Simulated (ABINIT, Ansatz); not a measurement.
# Quasiparticle gap of F (C2/c) in ABINIT, part 3 of 3

Wanted: ground state, empty states, screening and self-energy for F (C2/c).

ABINIT 10.8.3; LDA and many-body steps on it, plane waves. Known limits of the many-body steps: not at the basis limit; coarse k mesh.

So far. Step 3 (Bands along the symmetry lines): The gap is 2.348 eV, as in the run before at this level. Step 4 (Empty states on the mesh, 4×4×2 mesh, 44 bands): On this mesh the gap is 2.348 eV.

**5. Screening, 4×4×2 mesh, 40 bands, screening to 98 eV**

The RPA dielectric matrix is built and inverted for each q.

This step: RPA screening on LDA, plane waves, norm-conserving pseudopotentials.

Contents of run.abi:

```
acell 3*1.0 Angstrom
rprim 
  2.556322424600 -1.584027248600 -0.000000000000
  2.556322424600 1.584027248600 -0.000000000000
  -0.562110604000 -0.000000000000 6.597708898900
ntypat 1
znucl 9
natom 4
typat 1 1 1 1
xred 
  0.595832880000 0.915335970000 0.597955500000
  0.084664030000 0.404167120000 0.902044500000
  0.404167120000 0.084664030000 0.402044500000
  0.915335970000 0.595832880000 0.097955500000
pp_dirpath "pseudos"
pseudos "F.upf"
ecut 36
ngkpt 4 4 2
nshiftk 1
shiftk 0 0 0
kptopt 1
chksymbreak 0
istwfk *1
occopt 1
irdwfk 1
optdriver 3
nband 40
ecuteps 3.6
inclvkb 2
awtr 1
symchi 1
indata_prefix "in"
outdata_prefix "out"
tmpdata_prefix "tmp"
```

On the command line:

```console
> OMP_NUM_THREADS=1 mpirun -n 4 abinit run.abi > log
```

Numbers of over 12 decimals in the logs are rounded to 6 here.

The program printed:

```text
.Version 10.8.3 of ABINIT. v10.8.2 released Aug 2026.

 Symmetries : space group C2/c (# 15); Bravais mC (1-face-center monocl.)
[... echo of the input left out ...]
== DATASET  1 ==================================================================
-   mpi_nproc: 4, omp_nthreads: 1 (-1 if OMP is not activated)

--- !DatasetInfo
iteration_state: {dtset: 1, }
dimensions: {natom: 4, nkpt: 14, mband: 40, nsppol: 1, nspinor: 1, nspden: 1, mpw: 3742, }
cutoff_energies: {ecut:  36.0, pawecutdg:  -1.0, }
electrons: {nelect:   2.80000000E+01, charge:   0.00000000E+00, occopt:   1.00000000E+00, tsmear:   1.00000000E-02, }

 SCREENING: Calculation of the susceptibility and dielectric matrices

 Based on a program developped by R.W. Godby, V. Olevano, G. Onida, and L. Reining.
 Incorporated in ABINIT by V. Olevano, G.-M. Rignanese, and M. Torrent.
.Using double precision arithmetic ; gwpc =  8

[... cell and pseudopotentials left out ...]
--------------------------------------------------------------------------------

 ==== K-mesh for the wavefunctions ====
 Number of points in the irreducible wedge :    14
[... list of points left out ...]
 Together with  4 symmetry operations and time-reversal symmetry
 yields    32 points in the full Brillouin Zone.

 ==== Q-mesh for the screening function ====
 Number of points in the irreducible wedge :    14
[... list of points left out ...]
 Together with  4 symmetry operations and time-reversal symmetry
 yields    32 points in the full Brillouin Zone.

 setmesh: FFT mesh size selected  =    24x   24x   48
          total number of points  =        27648

 vcoul_init : cutoff-mode = AUXILIARY_FUNCTION
 q-points for optical limit:   1
     1)      0.000010    0.000020    0.000030

- screening: taking advantage of time-reversal symmetry
- Maximum band index for partially occupied states nbvw = 14
- Remaining bands to be divided among processors   nbcw = 26
- Number of bands treated by each node ~6

 Number of electrons calculated from density =   28.0000; Expected =   28.0000
 average of density, n =  0.077653
 r_s =    1.4541
 omega_plasma =   26.8804 [eV]

 calculating chi0 at frequencies [eV] :
  1    0.000000E+00    0.000000E+00
  2    0.000000E+00    2.688039E+01

--------------------------------------------------------------------------------
  q-point number  1        q = ( 0.000000, 0.000000, 0.000000) [r.l.u.]
--------------------------------------------------------------------------------
[... chi0 elements left out ...]
 For q-point:  0.000010 0.000020 0.000030
  dielectric constant =   2.0446
  dielectric constant without local fields =   2.3166

  Average fulfillment of the sum rule on Im[epsilon] for q-point    1 :     30.90  [%]
[... wings left out ...]
  q-point number  2        q = ( 0.250000, 0.000000, 0.000000) [r.l.u.]
--------------------------------------------------------------------------------
[... chi0 elements left out ...]
  Average fulfillment of the sum rule on Im[epsilon] for q-point    2 :     33.11  [%]

 [... 12 further q-points ...]
```

Run time: 18 s. Hardware: 4 MPI ranks of Arm Neoverse V1, shared host; peak memory 0.86 GiB.

Numbers from this step:

```yaml
eps_infinity_with_local_fields_on_this_mesh_along_the_program_s_q_direction: 2.045
the_same_without_local_fields: 2.317
plasma_frequency: 26.88 eV
plane_waves_in_the_screening_matrix: 123
```

Local fields lower ε∞ by 12 %. On a Γ-centred mesh this coarse the value itself is usually too large, while a short band sum pulls it down.

**6. Self-energy, 4×4×2 mesh, 40 bands, screening to 98 eV**

The self-energy is evaluated for the states that the input lists, and the levels follow from it, in one-shot runs by the linearised quasiparticle equation.

This step: G0W0 on LDA, plane waves, norm-conserving pseudopotentials.

Edit run.abi of step 5 so:

```diff
@@ -25,8 +25,15 @@
 irdwfk 1
-optdriver 3
+optdriver 4
 nband 40
+gwcalctyp 0
+ecutsigx 36
+symsigma 1
+nkptgw 1
+kptgw 
+  0.0000000000 0.0000000000 0.0000000000
+bdgw 
+  13 16
 ecuteps 3.6
-inclvkb 2
-awtr 1
-symchi 1
+irdscr 1
+ppmodel 1
 indata_prefix "in"
```

The program printed:

```text
.Version 10.8.3 of ABINIT. v10.8.2 released Aug 2026.

 Symmetries : space group C2/c (# 15); Bravais mC (1-face-center monocl.)
[... echo of the input left out ...]
== DATASET  1 ==================================================================
-   mpi_nproc: 4, omp_nthreads: 1 (-1 if OMP is not activated)

--- !DatasetInfo
iteration_state: {dtset: 1, }
dimensions: {natom: 4, nkpt: 14, mband: 40, nsppol: 1, nspinor: 1, nspden: 1, mpw: 3742, }
cutoff_energies: {ecut:  36.0, pawecutdg:  -1.0, }
electrons: {nelect:   2.80000000E+01, charge:   0.00000000E+00, occopt:   1.00000000E+00, tsmear:   1.00000000E-02, }

 SIGMA: Calculation of the GW corrections

 Based on a program developped by R.W. Godby, V. Olevano, G. Onida, and L. Reining.
 Incorporated in ABINIT by V. Olevano, G.-M. Rignanese, and M. Torrent.
.Using double precision arithmetic ; gwpc =  8

[... cell and pseudopotentials left out ...]
--------------------------------------------------------------------------------

 ==== K-mesh for the wavefunctions ====
 Number of points in the irreducible wedge :    14
[... list of points left out ...]
 Together with  4 symmetry operations and time-reversal symmetry
 yields    32 points in the full Brillouin Zone.

 ==== Q-mesh for screening function ====
 Number of points in the irreducible wedge :    14
[... list of points left out ...]
 Together with  4 symmetry operations and time-reversal symmetry
 yields    32 points in the full Brillouin Zone.

 vcoul_init : cutoff-mode = AUXILIARY_FUNCTION
 q-points for optical limit:   1
     1)      0.000010    0.000020    0.000030
 setmesh: FFT mesh size selected  =    32x   32x   72
          total number of points  =        73728

 Number of electrons calculated from density =   28.0000; Expected =   28.0000
 average of density, n =  0.077653
 r_s =    1.4541
 omega_plasma =   26.8804 [eV]

 === KS Band Gaps ===
  >>>> For spin  1
   Minimum direct gap =   2.3481 [eV], located at k-point      :   0.0000  0.0000  0.0000
   Fundamental gap    =   2.3481 [eV], Top of valence bands at :   0.0000  0.0000  0.0000
                                       Bottom of conduction at :   0.0000  0.0000  0.0000
 SIGMA fundamental parameters:
 PLASMON POLE MODEL  1
 number of plane-waves for SigmaX                 3701
 number of plane-waves for SigmaC and W            123
 number of plane-waves for wavefunctions          3701
 number of bands                                    40
 number of independent spin polarizations            1
 number of spinorial components                      1
 number of k-points in IBZ                          14
 number of q-points in IBZ                          14
 number of symmetry operations                       4
 number of k-points in BZ                           32
 number of q-points in BZ                           32
 number of frequencies for dSigma/dE                 9
 frequency step for dSigma/dE [eV]                0.25
 number of omega for Sigma on real axis              0
 max omega for Sigma on real axis  [eV]           0.00
 zcut for avoiding poles [eV]                     0.10

 EPSILON^-1 parameters (SCR file):
 dimension of the eps^-1 matrix on file            123
 dimension of the eps^-1 matrix used               123
 number of plane-waves for wavefunctions          3701
 number of bands                                    40
 number of q-points in IBZ                          14
 number of frequencies                               2
 number of real frequencies                          1
 number of imag frequencies                          1

 matrix elements of self-energy operator (all in [eV])

 Perturbative Calculation

--- !SelfEnergy_ee
iteration_state: {dtset: 1, }
kpoint     : [   0.000,    0.000,    0.000, ]
spin       : 1
KS_gap     :    2.348
QP_gap     :    8.341
Delta_QP_KS:    5.993
data: !SigmaeeData |
     Band     E0 <VxcDFT>   SigX SigC(E0)      Z dSigC/dE  Sig(E)    E-E0       E
       13  -4.139 -23.575 -32.236   5.665   0.792  -0.262 -25.949  -2.374  -6.513
       14  -4.080 -23.618 -32.282   5.657   0.793  -0.261 -26.003  -2.385  -6.465
       15  -1.732 -22.265 -15.379  -2.408   0.806  -0.241 -18.657   3.608   1.876
       16  -0.609 -24.172 -16.310  -2.809   0.788  -0.269 -20.190   3.982   3.373

== END DATASET(S) ==============================================================
================================================================================

 -outvars: echo values of variables after computation  --------
           etotal      0.0000000000E+00
            nband          40
             nkpt          14
          spgroup          15
 [... the other variables as echoed above ...]

 Calculation completed.
```

The job ended after 2.4 s (4 MPI ranks; peak memory 0.17 GiB; 9.3 s of CPU time).

Numbers from this step:

| Item | Value |
| --- | --- |
| G0W0 gap on the points computed | 8.341 eV |
| starting gap on the mesh | 2.348 eV |
| k of the valence top | 0, 0, 0 |
| k of the conduction bottom | 0, 0, 0 |
| Z at the valence top | 0.793 |
| Z at the conduction bottom | 0.806 |
| least direct G0W0 gap on the computed points | 8.341 eV |

The gap on the mesh goes from 2.35 eV to 8.34 eV, a correction of +5.99 eV.

Limits: finite bands, cutoff and mesh; coarse k mesh. v1 is the top filled band, c1 the lowest empty one. The levels before and after the correction (eV, zero at the valence-band top of each column):

```tsv
	conduction bottom	valence top
Kohn-Sham	2.35	0.00
G0W0	8.34	0.00
```

```tsv
	level	energy (eV)
Kohn-Sham	Γ v2	-0.059
Kohn-Sham	Γ v1	0.000
Kohn-Sham	Γ c1	2.348
Kohn-Sham	Γ c2	3.471
G0W0	Γ v2	-0.048
G0W0	Γ v1	0.000
G0W0	Γ c1	8.341
G0W0	Γ c2	9.838
```

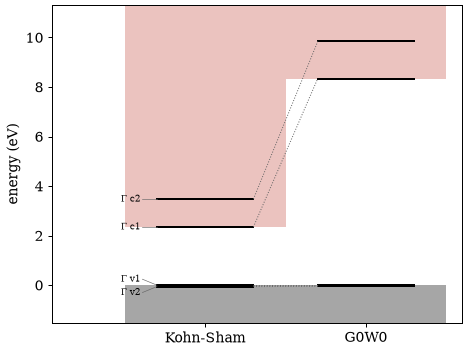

Levels before and after the correction. Shaded: valence and conduction bands.

**7. Where the time went**

Times are wall times on 4 MPI ranks of Arm Neoverse V1, shared host, good to a factor of about two.

```tsv
step	time	share	memory (GiB)
ground state	37 s	45 %	0.38
bands along the symmetry lines	16 s	19 %	0.34
empty states on the mesh	9 s	11 %	0.28
screening	18 s	22 %	0.86
self-energy	2.4 s	3 %	0.17
```

**8. Summary of results**

- LDA gap: 2.35 eV, direct
- G0W0 gap on the mesh: 8.34 eV
- GW settings: 4×4×2 mesh, 40 bands, screening to 98 eV, Godby-Needs plasmon pole
- known limits: not at the basis limit; coarse k mesh

**Reading.** G0W0 moves the gap on the mesh from 2.35 eV to 8.34 eV (+5.99 eV), with Z of 0.79 and 0.81 at the edges. Local fields lower the RPA ε∞ on this mesh from 2.32 to 2.04; a Γ-centred mesh this coarse tends to raise both, most where the direct gap is narrow, while a short band sum lowers them. Only 1 of the mesh's irreducible points was corrected, so a valley elsewhere could overtake. The dearest step here is «ground state». Bands and cutoff are finite, so the gap is not at the basis limit. The miss can reach some tenths of an eV and take either sign; the mesh is an error of its own. In the G0W0 run levels were corrected at 1 k point alone, so a gap called «on the mesh» is the least over those, and an edge elsewhere would be missed. The 4×4×2 mesh is coarse for this cell, which bears on the long-range parts of exchange and screening.

[Paths, hosts, dates, memory and timing lines, banners, echoed tables and standing remarks are left out of the program output.]

[Logs are printed without paths, hosts, clocks, repeated set-up lines and the standing remarks that a program may print on its own settings, such as how far it seeks lower states.]

[Runs of the session that timed out or met a known fault of the program may be left out.]

[Hosts, paths, dates, database ids (printed as entryN), source tags and the programs' standing remarks are cut or masked in the printed files.]

[G0W0 gaps are taken among the corrected bands and points alone; a level outside them can change the order at an edge.]

[Where Ansatz stands beside ABINIT at settings called matched, ABINIT's density can come from a denser mesh and the files from another edition; pairs whose starting gaps differed by over 0.03 eV were left out, so agreement reads better than it is.]
